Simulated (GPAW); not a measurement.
Computed Se K edges (GPAW, LDA, full core hole (charged cell), supercells with 6.6 to 7.4 Å between holes, Gaussian full width 2.33 eV up to 4 eV, rising linearly to 3.5 eV at 25 eV) of these absorbers are given in random order:
A. SnSe2 (P-3m1): 3 Sn at 2.68 Å (pyramidal, site symmetry 3m)
B. SnSe (Fm-3m): 6 Sn at 3.01 Å (octahedral, site symmetry m-3m)

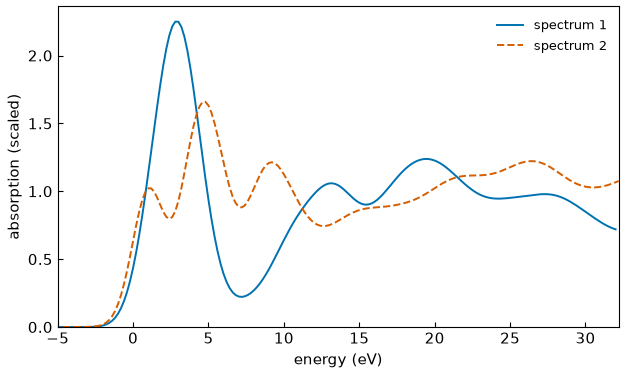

Energy from each zero; mean of 1 over the first 20 eV.

Q: Which spectrum belongs to which crystal?

Spectrum 1 is B (maxima 2.8 eV (2.25) and 19.4 eV (1.24) above its zero). Spectrum 2 is A (maxima 1.2 eV (1.02), 4.8 eV (1.66) and 26.4 eV (1.22) above its zero). After the best relative shift (up to 4 eV allowed) the shapes differ by 38 % r.m.s. (of the curve's own r.m.s. level). Between 0 and 30 eV on the axis shown, they part most near 2.6 eV, where SnSe (Fm-3m) is higher by 1.4.

The script folds with a Gaussian, whereas the core hole's own line is a Lorentzian, so the onset is too steep and the first peak too high. Lifetime broadening is put in by hand, and intensities beyond about 20 eV depend on it. Meshes are coarse enough for small ripples in SnSe (Fm-3m). The structures are entries of the Crystallography Open Database, used as given.

[Hosts, paths, dates, database ids (printed as entryN), source tags and the programs' standing remarks are cut or masked in the printed files.]
